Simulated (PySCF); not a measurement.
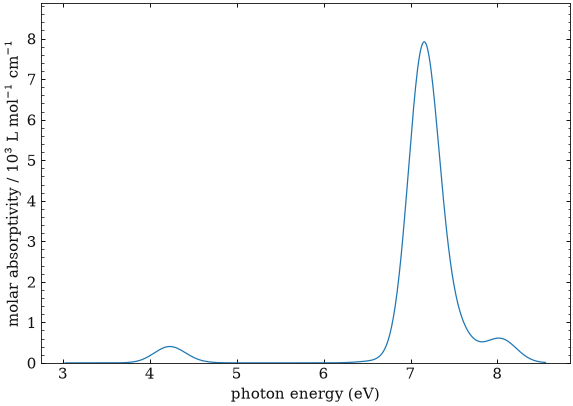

Computed absorption of C₆H₁₀O₂ (methylacetylacetone), SMILES CC(=O)C(C)C(C)=O. Vertical TDDFT excitations, CAM-B3LYP/def2-SVPD, PySCF, at a GFN2-xTB geometry (no frequency check), gas phase. The lowest 8 singlet states are shown; each is broadened by a Gaussian of 1/e half-width 0.25 eV.

Question: Does any vertical transition fall in the visible?

Answer: No singlet lies below 3.1 eV (beyond 400 nm), so at this level no vertical transition falls in the visible.

Question: List the transitions behind the spectrum.

Answer:
```tsv
state	E (eV)	λ (nm)	f	main character
S1	4.23	293	0.006	HOMO → LUMO (82 %)
S2	4.47	277	0.000	HOMO−1 → LUMO (75 %)
S3	6.59	188	0.001	HOMO → LUMO+2 (71 %)
S4	7.13	174	0.012	HOMO → LUMO+1 (74 %)
S5	7.16	173	0.109	HOMO−1 → LUMO+2 (64 %)
S6	7.52	165	0.012	HOMO−1 → LUMO+1 (72 %)
S7	7.87	158	0.002	HOMO−3 → LUMO (59 %)
S8	8.05	154	0.008	HOMO → LUMO+3 (48 %)
```

Note: the tight-binding geometry is rougher than a DFT one and adds to the error; one conformer of a flexible molecule; core orbitals are frozen in the response.
